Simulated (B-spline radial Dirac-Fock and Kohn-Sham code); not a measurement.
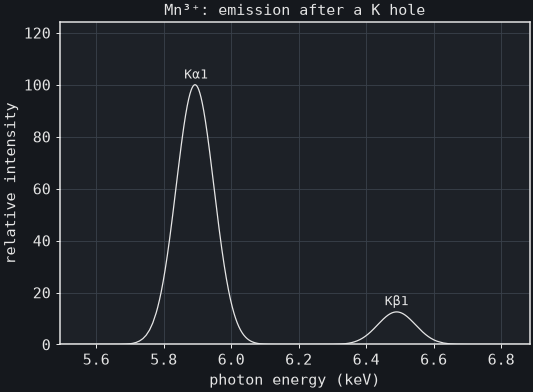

X-ray emission lines that fill a K (1s) hole, broadened by a Gaussian of 130 eV full width, as by a silicon detector. Multiplet splitting by the open shell is left out. It refers to Mn³⁺ ([Ar] 3d4). Method: independent-particle rates on relativistic LDA orbitals of the hole state (multipoles to L = 3), energies from Dirac–Fock ΔSCF (computed with a B-spline radial code).

> How far apart are K-L3 (Kα1) and K-L2 (Kα2), and what is their intensity ratio?

10.2 eV apart, with K-L2 at 0.51 of the intensity of K-L3.
